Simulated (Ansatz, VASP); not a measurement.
# CdSnSe2 in two plane-wave programs

One calculation is typed for both programs; each brings its own data sets and cutoff. How far apart do they land? The cell is invented: As first built, before any earlier steps moved the atoms: it takes the SnPbSe2 structure with some of its atoms replaced by other elements, volume scaled by an estimate. It may not be a known or stable phase. The cell comes out of the VASP series on this material, whose earlier steps may have relaxed, scaled or displaced it; both programs get it as it stands.

Program: Ansatz 0.2.0. Level of theory: plane waves, with VASP 6.6.1 beside it; relaxation of cell and atoms at r2SCAN with D4. Results are calculated unless marked as measured.

## 1. The starting structure

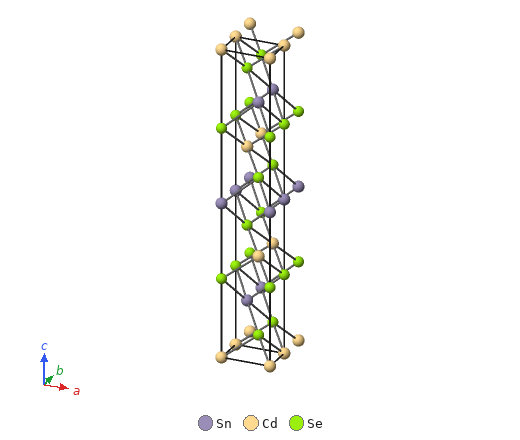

Start, viewed slightly off an axis; tin purple, cadmium orange, selenium green. 1×2×1 cells are drawn. This picture shows the conventional cell, with its axes. Bonds to atoms that aren't drawn are left out. Some periodic images of atoms are drawn too.

## 2. Ansatz: relaxation of cell and atoms, r2SCAN with D4

Ansatz runs on its default PAW (the set named soft_2) files.

The relaxed volume is the usual yardstick between codes: its relative difference is about their pressure difference at one cell divided by the bulk modulus.

The input, input.yaml:

```yaml
crystal:
  lattice:
    - [2.0819458608, 1.202012374, 6.6310145821]
    - [-2.0819458608, 1.202012374, 6.6310145821]
    - [0.0, -2.4040237911, 6.6310145882]
  atoms:
    - { symbol: Sn, position: [0.5, 0.5, 0.5] }
    - { symbol: Cd, position: [0.0, 0.0, 0.0] }
    - { symbol: Se, position: [0.7443651324, 0.7443651324, 0.7443651324] }
    - { symbol: Se, position: [0.2556348676, 0.2556348676, 0.2556348676] }
hamiltonian:
  xc: r2scan
  pseudopotentials: { kind: paw }
  dispersion: d4
kpoints:
  mp_grid: { grid: [6, 6, 6] }
scf:
  occupations: { method: fermi_dirac, width: 0.05 }
relax:
  f_tol: 0.01
  max_steps: 60
  cell: { stress_tol: 0.05 }
output:
  forces: true
  stress: true
  write_density: true
  write_potential: true
  elf: true
  volumetric_format: npy
```

On the command line:

```bash
$ ansatz run input.yaml --threads 4 --pin off --max-ram 9216MiB --backend cpu --events-out ev --progress --plain --runs-dir out
```

Numbers of over 12 decimals in the logs are rounded to 6 here.

Log:

```text
basis.fft_grid_basis auto: the FFT boxes are laid along the combinations [[1, -1, 0], [0, 1, 0], [0, -1, 1]] of the cell's own vectors, 4.164, 7.053 and 4.164 Å long. The dense box has 32×54×32 points. Along the cell's own vectors, as sized, it would have 54×54×54, 2.85 times as many. Of the 12 symmetry operations that the crystal satisfies within crystal.symmetry.tolerance (time reversal apart; of a slab, those that [...]
Engine: ansatz 0.2.0, aarch64-unknown-linux-gnu
Pseudopotentials: kind: paw
Pseudopotential: Sn, paw, valence charge 14, recommended cutoff 500 eV (meta_gga), Sn.paw.azcp
Pseudopotential: Cd, paw, valence charge 20, recommended cutoff 500 eV (meta_gga), Cd.paw.azcp
Pseudopotential: Se, paw, valence charge 16, recommended cutoff 500 eV (meta_gga), Se.paw.azcp
Functional definition: r2SCAN
  parameter k0 = 0.174
  parameter k1 = 0.065
  parameter a1 = 4.9479
  exchange = r2scan_x(k0 = k0, k1 = k1, a1 = a1)
  correlation = r2scan_c
Crystal: 4 atoms, lattice volume = 99.566 Å³
Basis set: ecut = 500 eV, 2515 PW (Γ), FFT grids on a1−a2, a2, −a2+a3, exchange–correlation on 128×216×128 points (64 copies of the dense FFT grid, shifted against one another)
Bands: 40, of which v1, the nominal top of the filled ones, is band 33 counted from 1 (32 counted from 0)
Symmetry: 12 space group operations
Space group: R-3m (ITA 166), of the structure as read, at distance tolerance 4.6e-5 Å
k-points: 32 of 216
Non-local potential: Sn, projectors of the file, l = 0: 2, l = 1: 2, l = 2: 2, l = 3: 2
Non-local potential: Cd, projectors of the file, l = 0: 3, l = 1: 2, l = 2: 2, l = 3: 1
Non-local potential: Se, projectors of the file, l = 0: 2, l = 1: 2, l = 2: 3, l = 3: 1
PAW form: soft (Blöchl's): semilocal exchange-correlation on the pseudo side does not see the compensation charge
PAW frozen core: Sn, regenerated for the run's functional (the file was generated under x = pbe(κ = 0.804, μ = 0.219515), c = pbe(β = 0.066725))
PAW frozen core: Cd, regenerated for the run's functional (the file was generated under x = pbe(κ = 0.804, μ = 0.219515), c = pbe(β = 0.066725))
PAW frozen core: Se, regenerated for the run's functional (the file was generated under x = pbe(κ = 0.804, μ = 0.219515), c = pbe(β = 0.066725))
PAW one-centre angular grid: Sn, 590 points (default); XC on 249 of its mesh's 2787 points in the sphere
PAW one-centre angular grid: Cd, 590 points (default); XC on 160 Gauss nodes
PAW one-centre angular grid: Se, 590 points (default); XC on 160 Gauss nodes
Initial density: superposition of atomic densities (neutral atoms: chi_scale 0, normalization atom), corrected by the library's trained network
Initial wavefunctions: pseudopotential atomic-orbital guess
Functional: x = r2scan, c = r2scan; τ floored in thin density (d = 2e-4 eV/Å³)
SCF iter   1: F=—  HF=-25265.687695 eV  |F-HF|=—  |Δ(HF+E_count)|=         —  Δρ=6.22e-3  dr2=4.44e-2  dr2_τ=1.78e-2  ethr=1.77e-3  ⟨swp⟩=6.8  Hψ=4890  notcnv=0  defer=3
preconditioner: auto → Resta (q_TF=auto, 2.548 Å⁻¹)  ε∞=3.2  [insulator: Δε(μ)=0.168 eV  Ē_g=15.404 eV  σ=0.050 eV  W_gap=0.67  n_scr=28 (ndim 8)  ℏωp=22.9 eV  f_vac=0.023  D(μ)=0.11/eV (n_scr^D=0)  ε∞_Penn≈3.2]
SCF iter   2: F=—  HF=-25265.703562 eV  |F-HF|=—  |Δ(HF+E_count)|=   1.59e-2  Δρ=3.20e-3  dr2=9.13e-3  dr2_τ=7.91e-4  ethr=6.73e-5  ⟨swp⟩=3.0  Hψ=2616  notcnv=0  defer=65
SCF iter   3: F=—  HF=-25265.704427 eV  |F-HF|=—  |Δ(HF+E_count)|=   8.66e-4  Δρ=1.05e-3  dr2=9.93e-4  dr2_τ=6.72e-5  ethr=1.38e-5  ⟨swp⟩=2.2  Hψ=1702  notcnv=0  defer=65
SCF iter   4: F=—  HF=-25265.704706 eV  |F-HF|=—  |Δ(HF+E_count)|=   2.79e-4  Δρ=2.67e-4  dr2=4.71e-5  dr2_τ=2.23e-6  ethr=1.50e-6  ⟨swp⟩=2.0  Hψ=1663  notcnv=0  defer=65
SCF iter   5: F=—  HF=-25265.704719 eV  |F-HF|=—  |Δ(HF+E_count)|=   1.26e-5  Δρ=4.76e-5  dr2=2.14e-6  dr2_τ=1.16e-7  ethr=7.14e-8  ⟨swp⟩=2.0  Hψ=2224  notcnv=0  defer=65
SCF iter   6: F=—  HF=-25265.704720 eV  |F-HF|=—  |Δ(HF+E_count)|=   1.31e-6  Δρ=1.42e-5  dr2=1.30e-7  dr2_τ=1.27e-8  ethr=3.24e-9  ⟨swp⟩=3.0  Hψ=2080  notcnv=0  defer=65
SCF iter   7: F=-25265.704720 eV  HF=-25265.704720 eV  |F-HF|=1.11e-8  |Δ(HF+E_count)|=   5.82e-8  Δρ=4.41e-6  dr2=1.80e-8  dr2_τ=5.69e-10  ethr=1.52e-10  ⟨swp⟩=7.9  Hψ=7309  notcnv=0
SCF 1 converged in 7 iterations: F = -25265.704720 eV  dr2 = 1.80e-8
  greatest PAW one-centre occupation: 1.002 electrons in one spin orbital (limit 2), on the Cd atom at site 1 (counted from 0), in its partial waves of l = 1
relax step   1: F+E_penalty+E_count = -25265.70472027 eV  Δ(F+E_penalty+E_count) = +0.000e0 eV  max|allowed force component| = 8.980e-4 eV/Å  Δτ_max = 0.0000 Å  P = -0.034 GPa  Ω = 99.566 Å³  (7 SCF iters, dr2 threshold 1.00e-7 eV, accepted)
[...]
relax step   2: F+E_penalty+E_count = -25265.70570360 eV  Δ(F+E_penalty+E_count) = -9.833e-4 eV  max|allowed force component| = 1.153e-2 eV/Å  Δτ_max = 0.0014 Å  P = +0.041 GPa  Ω = 99.496 Å³  energy of the carried Pulay correction = +1.260e-5 eV  (5 SCF iters, dr2 threshold 1.71e-7 eV, accepted)
[...]
relax step   3: F+E_penalty+E_count = -25265.70570486 eV  Δ(F+E_penalty+E_count) = -1.259e-6 eV  max|allowed force component| = 8.655e-3 eV/Å  Δτ_max = 0.0031 Å  P = -0.013 GPa  Ω = 99.590 Å³  energy of the carried Pulay correction = -3.190e-6 eV  (5 SCF iters, dr2 threshold 8.30e-9 eV, accepted)
[...]
relax step   4: F+E_penalty+E_count = -25265.70571713 eV  Δ(F+E_penalty+E_count) = -1.227e-5 eV  max|allowed force component| = 8.613e-3 eV/Å  Δτ_max = 0.0000 Å  P = -0.013 GPa  Ω = 99.590 Å³  stress off target by 1.60e-2 GPa  SCF on the basis re-selected at this cell (its energy is not comparable with the rows above)  (4 SCF iters)
basis re-selected at this cell: Δ(F+E_penalty+E_count) = -1.227e-5 eV, ΔP = +0.000 GPa vs the last step (what re-selecting the basis moved, of the pressure what is left beyond the Pulay correction that the steps carried, after the strain that the cell walked since its last selection, with what the two solves' SCF thresholds leave and, on support functions, any second-order correction that the steps lacked; it is no m [...]
SCF converged after 4 iterations
Free energy (F): -25265.705717 eV
Harris-Foulkes:  -25265.705717 eV  (|F-HF|=2.18e-11)
Internal energy: -25265.704417 eV  (E = F + TS)
E sigma→0 (E₀):  -25265.705067 eV
Entropy (-TS):   -0.001300 eV (-0.325 meV/atom)
Fermi energy:    10.294191 eV
--- Per-component energies (eV) ---
  E_band       = -1326.358254
  E_kinetic    = 928.543592
  E_local      = -9067.516455  (includes V_loc(G=0)·N_el)
  E_nonlocal   = -1189.013457
  E_hartree    = 4517.921472
  E_xc         = -741.451263
  E_vxc        = -563.203270  (∫ρ·V_xc dr)
  E_paw        = -12111.385235  (= ΣΔE_a)
  E_vpaw       = -504.948154  (= ΣTr[D̂ρ^β])
  E_aug_tail   = -0.000416  (compensation charges beyond the density's cutoff)
  E_vtau       = 33.936765  (kinetic-family band-sum trace: ∫τ·v_τ [+ j·A + Jᵃ·Aᵃ] dr)
  E_ewald      = -7598.891335
  E_disp       = -0.552330  (pairwise vdW)
  E_core_change = -3.358991  (= ΣΔE_core)
  E_smearing   = -0.001300  (= −TS)
  E_closure    = -0.000000  (closes the sum)
  Σ components = -25265.705717   (vs F -25265.705717, Δ=0.00e0)
--- Forces (eV/Å), atoms counted from 1 ---
  atom   1  Sn     0.00000000    -0.00000000    -0.00000000
  atom   2  Cd    -0.00000000     0.00000000     0.00000000
  atom   3  Se     0.00000000     0.00000000     0.00861299
  atom   4  Se    -0.00000000    -0.00000000    -0.00861299
  max |Σ_I F_I| component: 1.05e-30 eV/Å
--- Stress (GPa, compression-positive) ---
       -0.011977       0.000000       0.000000
        0.000000      -0.011977      -0.000000
        0.000000      -0.000000      -0.016041
  P = ⅓ Tr σ = -0.0133 GPa (-0.133 kbar)
--- Band table (eV; the first three rows and the last of 32) ---
  k-point 0: bands = [... 29 lower, 8.0808, 8.0808, 8.5298, 8.5298, 11.4593, 12.5709, 12.5709, 13.6438, ... 3 higher]
  k-point 1: bands = [... 29 lower, 7.8945, 8.0627, 8.1413, 9.6475, 11.3266, 12.7032, 13.1322, 14.5227, ... 3 higher]
  k-point 2: bands = [... 29 lower, 7.5237, 7.5825, 7.6583, 9.2444, 11.1150, 13.1130, 13.8184, 14.6303, ... 3 higher]
  k-point 31: bands = [... 29 lower, 8.2255, 8.3061, 8.3061, 10.2452, 10.8806, 13.1783, 13.1783, 14.1854, ... 3 higher]
--- Relaxed structure (3 steps of the walk, 3 accepted, 1 SCFs on fresh bases) ---
  F+E_penalty+E_count = -25265.70571713 eV   max|allowed force component| = 8.613e-3 eV/Å   (the final SCF, on the basis selected at the relaxed cell)
  cell:  # Å, volume = 99.5901 Å³
    - [2.074442, 1.197680, 6.680715]
    - [-2.074442, 1.197680, 6.680715]
    - [0, -2.395359, 6.680715]
  atoms:
    - { symbol: Sn, position: [0.500000, 0.500000, 0.500000] }
    - { symbol: Cd, position: [0, 0, 0] }
    - { symbol: Se, position: [0.744280, 0.744280, 0.744280] }
    - { symbol: Se, position: [0.255720, 0.255720, 0.255720] }
```

Run time: 15 s. Hardware: 4 threads of Arm Neoverse V2, shared host; peak memory 0.76 GiB.

## 3. VASP: relaxation of cell and atoms, r2SCAN with D4

The same cell, functional, mesh and smearing now go to VASP, with its own data sets and cutoff.

Lines of VASP's logs that name or quote its potential files are left out, and so is its time.

The input, INCAR:

```
SYSTEM = CdSnSe2
PREC = Accurate
ENCUT = 400
EDIFF = 1E-06
NELM = 100
ISMEAR = -1
SIGMA = 0.05
LREAL = .FALSE.
ALGO = Normal
METAGGA = R2SCAN
IVDW = 13
VDW_S6 = 1
VDW_S8 = 0.6018749
VDW_A1 = 0.51559235
VDW_A2 = 5.77342911
LASPH = .TRUE.
NBANDS = 25
LORBIT = 11
LWAVE = .FALSE.
LCHARG = .FALSE.
KPAR = 2
IBRION = 2
NSW = 60
ISIF = 3
EDIFFG = -0.01
```

The input, POSCAR:

```
CdSnSe2
1.0
    2.0819458608      1.2020123740      6.6310145821
   -2.0819458608      1.2020123740      6.6310145821
    0.0000000000     -2.4040237911      6.6310145882
Sn Cd Se
1 1 2
Direct
    0.5000000000      0.5000000000      0.5000000000
    0.0000000000      0.0000000000      0.0000000000
    0.7443651324      0.7443651324      0.7443651324
    0.2556348676      0.2556348676      0.2556348676
```

The input, KPOINTS:

```
Automatic mesh
0
Gamma
6 6 6
0 0 0
```

PAW data sets: Sn_d, Cd and Se (PBE family, release 64).

On the command line:

```bash
$ mpirun -np 2 vasp_std
```

Log:

```text
[banner, memory and clock lines left out]
running    2 mpi-ranks, on    1 nodes
 distrk:  each k-point on    1 cores,    2 groups
 distr:  one band on    1 cores,    1 groups

 POSCAR found type information on POSCAR SnCdSe
 POSCAR found :  3 types and       4 ions
|                                                                             |
|               ----> ADVICE to this user running VASP <----                  |
|                                                                             |
|     You enforced a specific xc type in the INCAR file but a different       |
|     [... a line on the potential file left out ...]
|     I HOPE YOU KNOW WHAT YOU ARE DOING!                                     |
|                                                                             |

 LDA part: xc-table for (None), standard interpolation
 POSCAR, INCAR and KPOINTS ok, starting setup
 FFT: planning ... GRIDC
 FFT: planning ... GRID_SOFT
 FFT: planning ... GRID
 WAVECAR not read
 entering main loop
       N       E                     dE             d eps       ncg     rms          rms(c)
DAV:   1     0.233555969508E+03    0.23356E+03   -0.16363E+04  1635   0.150E+03
DAV:   2    -0.514965389841E+02   -0.28505E+03   -0.27737E+03  1641   0.411E+02
DAV:   3    -0.828556541849E+02   -0.31359E+02   -0.30913E+02  2054   0.129E+02
DAV:   4    -0.837647792921E+02   -0.90913E+00   -0.90799E+00  1749   0.228E+01
DAV:   5    -0.837829284465E+02   -0.18149E-01   -0.18147E-01  2138   0.350E+00    0.628E+00
DAV:   6    -0.755140743301E+02    0.82689E+01   -0.47332E+00  1757   0.267E+01    0.790E+00
DAV:   7    -0.754877924744E+02    0.26282E-01   -0.41705E-01  1873   0.475E+00    0.514E+00
DAV:   8    -0.755049459315E+02   -0.17153E-01   -0.13683E-01  1814   0.332E+00    0.136E+00
DAV:   9    -0.755132086305E+02   -0.82627E-02   -0.26929E-02  1944   0.116E+00    0.245E-01
DAV:  10    -0.755128151162E+02    0.39351E-03   -0.52903E-03  1685   0.622E-01    0.165E-01
DAV:  11    -0.755128509823E+02   -0.35866E-04   -0.55631E-04  1818   0.266E-01    0.375E-02
DAV:  12    -0.755128757103E+02   -0.24728E-04   -0.42902E-05  1866   0.576E-02    0.206E-02
DAV:  13    -0.755128785351E+02   -0.28249E-05   -0.11656E-05  1757   0.274E-02    0.484E-03
DAV:  14    -0.755128787850E+02   -0.24985E-06   -0.64083E-07  1068   0.802E-03
   1 F= -.76064657E+02 E0= -.76063983E+02  d E =-.760647E+02
[...]
2 F= -.76065231E+02 E0= -.76064520E+02  d E =-.573713E-03
[...]
3 F= -.76065313E+02 E0= -.76064588E+02  d E =-.656244E-03
[...]
4 F= -.76065585E+02 E0= -.76064870E+02  d E =-.271928E-03
[...]
5 F= -.76065500E+02 E0= -.76064791E+02  d E =-.186770E-03
 curvature:  -0.36 expect dE=-0.297E-04 dE for cont linesearch -0.583E-05
 ZBRENT: interpolating
 opt :   1.5293  next Energy=   -76.065517 (dE=-0.204E-03)
 bond charge predicted
       N       E                     dE             d eps       ncg     rms          rms(c)
DAV:   1    -0.755133941692E+02    0.14132E-04   -0.87411E-03  1783   0.814E-01    0.985E-02
DAV:   2    -0.755132404955E+02    0.15367E-03   -0.40672E-04  1899   0.249E-01    0.470E-02
DAV:   3    -0.755132055247E+02    0.34971E-04   -0.54750E-05  1972   0.883E-02    0.277E-02
DAV:   4    -0.755132003593E+02    0.51655E-05   -0.11528E-05  2328   0.455E-02    0.500E-03
DAV:   5    -0.755132008488E+02   -0.48949E-06   -0.23398E-06  1123   0.122E-02
   6 F= -.76065614E+02 E0= -.76064902E+02  d E =-.300296E-03
 curvature:  -1.05 expect dE=-0.262E-04 dE for cont linesearch -0.125E-07
 trial: gam= 0.17780 g(F)=  0.456E-07 g(S)=  0.249E-04 ort = 0.258E-05 (trialstep = 0.117E+01)
 search vector abs. value=  0.435E-04
 reached required accuracy - stopping structural energy minimisation
```

(Continued in part 2 of 2.)

[Lines on the potential files, build, host, timing and source positions are cut from VASP's logs without a mark.]

[Logs are printed without paths, hosts, clocks, repeated set-up lines and the standing remarks that a program may print on its own settings, such as how far it seeks lower states.]

[Hosts, paths, dates, database ids (printed as entryN), source tags and the programs' standing remarks are cut or masked in the printed files.]
